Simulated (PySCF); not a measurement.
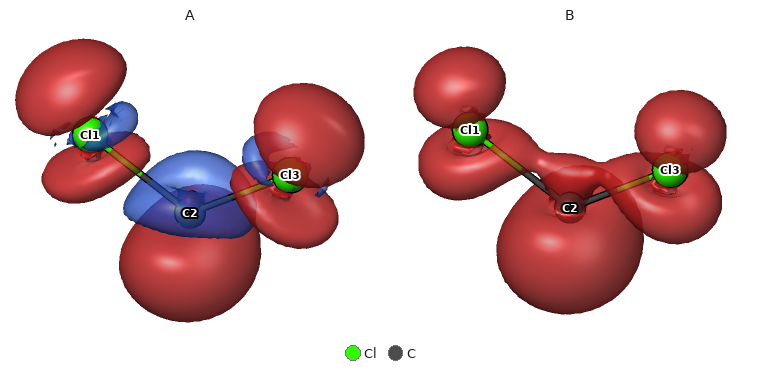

CCl2, SMILES `Cl[C]Cl`. The Fukui function f⁻ from two separate SCF calculations and the density of the HOMO, at ±0.03 e/Å³ (red positive, blue negative).

Level of theory: BP86/6-31+G* (PySCF), at a geometry from GFN2-xTB. This is a single-reference result, which may miss multireference character in this system. No frequency check shows the geometry to be a minimum. GFN2-xTB bond lengths at metals and heavier atoms can be off by up to 0.1 Å and shapes distorted, which carries into these values.

### Which panel is which, and how good is the frozen-orbital picture?

A is f⁻ (it has negative regions), B the HOMO density. The HOMO lies on C2 (58 %) and Cl1 and Cl3 (21 % each); f⁻ (Hirshfeld-condensed) is largest on C2 (0.34) and Cl1 and Cl3 (0.33 each); the vertical ionisation energy is 9.50 eV. Relaxation shifts 24 % of the electron between atoms. The orbital energy is −5.91 eV.

The PySCF run took 34 s on 1 thread of Intel(R) Xeon(R) 6975P-C (Granite Rapids), with other jobs on the host, peak memory 0.3 GiB.
